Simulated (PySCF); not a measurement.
# C₄H₁₁NSi₂ (SMILES CN(C)[SiH2]C#C[SiH3]): what the fields show

Input

```
{"job": {"kind": "nmr", "xc": "PBE0", "basis": "pcSseg-1"}, "charge": 0, "multiplicity": 1}
C     -2.827552     0.807526     0.124440
N     -1.498528     0.313365    -0.121419
C     -1.403525    -1.113740     0.053243
Si    -0.399941     1.185511    -1.119724
C      1.259310     0.436989    -0.782686
C      2.351930    -0.038045    -0.567304
Si     4.010709    -0.765592    -0.202732
H     -3.154926     0.510119     1.125303
H     -2.835864     1.892949     0.062799
H     -3.552499     0.413338    -0.599869
H     -1.725476    -1.384785     1.063498
H     -0.372426    -1.430593    -0.082829
H     -2.036129    -1.656744    -0.661065
H     -0.637651     1.109018    -2.576175
H     -0.465459     2.577178    -0.662221
H      3.825382    -1.913543     0.690769
H      4.620410    -1.197020    -1.464199
H      4.833477     0.260388     0.443756
```

Command:

```sh
OMP_NUM_THREADS=1 python probes_run.py task.json out
```

Geometry: GFN2-xTB.

Computed with PySCF, PBE0/pcSseg-1, SCF density, gas phase, non-relativistic.

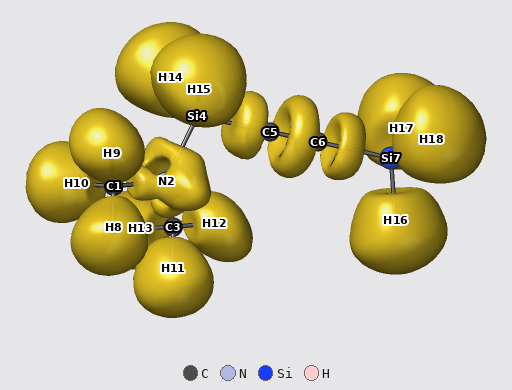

Figure 1. Isosurface of the ELF at 0.75 (yellow), seen at a tilt. Only the valence region is drawn (cores and ρ < 0.01 e/Å³ removed).

Where are the electrons localised?

The surface consists of one region between bonded C–C atoms (shared pairs), two regions between bonded C–Si atoms (shared pairs), eleven regions around hydrogen nuclei and one region on N in which the atom's valence shell and bonds are merged. Profiles from the grid: C–C (1.21 Å): the ELF peaks at about 0.85 between the atoms: a multiple bond. C–N (1.44 Å): the ELF peaks at about 0.90 between the atoms: a covalent bond.

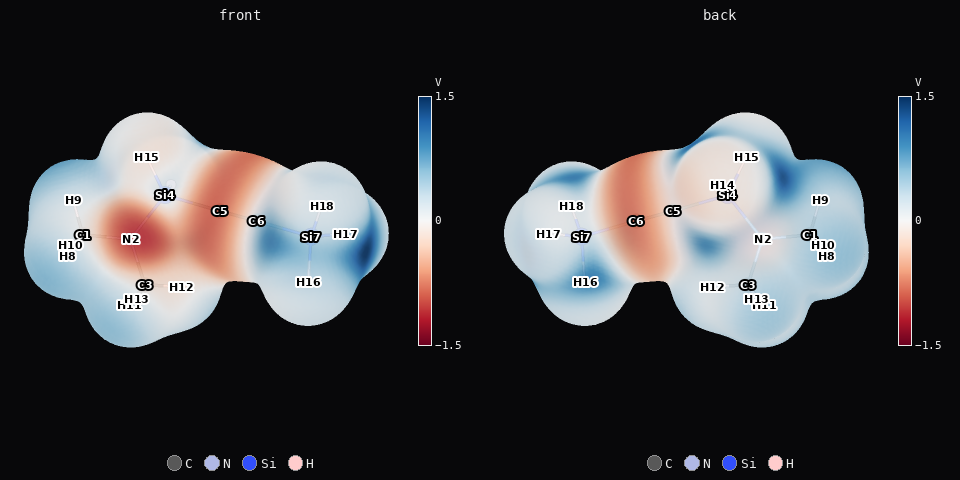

Figure 2. The electrostatic potential painted on the density surface at 0.002 e/bohr³, seen from the front and from behind; red is negative and blue positive.

Where is the surface potential most negative and most positive?

The most negative region (about −1.1 V, or −25 kcal/mol for a unit charge) lies over N2, the most positive (about +1.3 V, or +30 kcal/mol for a unit charge) over Si4 and Si7. N2 is the likeliest acceptor of a hydrogen bond.

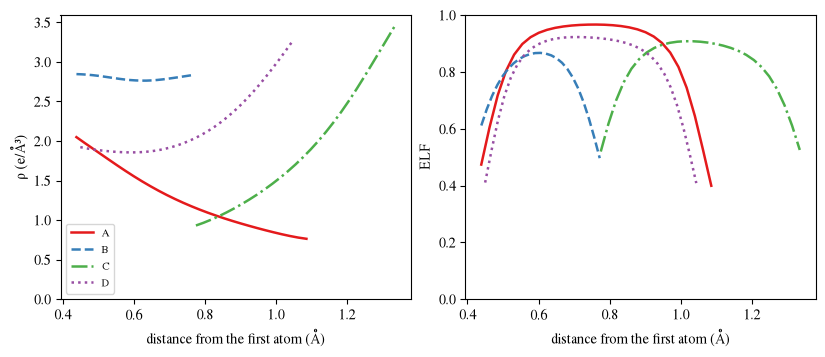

Figure 3. Electron density and electron localisation function along straight lines between neighbouring atoms. The curves leave out the atomic cores.

Which curve belongs to which contact (C–C, C–N, C–Si and Si–N)? The first atom named is at distance zero.

Curve A: C–Si (1.85 Å): the density is about 0.93 e/Å³ at the midpoint; the ELF peaks at about 0.95 between the atoms, as expected for a covalent bond. Curve B: C–C (1.21 Å): ρ at the midpoint is about 2.8 e/Å³; the ELF peaks at about 0.85 between the atoms (a multiple bond). Curve C: Si–N (1.72 Å): ρ at the midpoint is about 1.1 e/Å³; the ELF peaks at about 0.90 between the atoms: a shared but strongly polarised pair. Curve D: C–N (1.44 Å): the density is about 1.9 e/Å³ at the midpoint; the ELF peaks at about 0.90 between the atoms: a covalent bond.
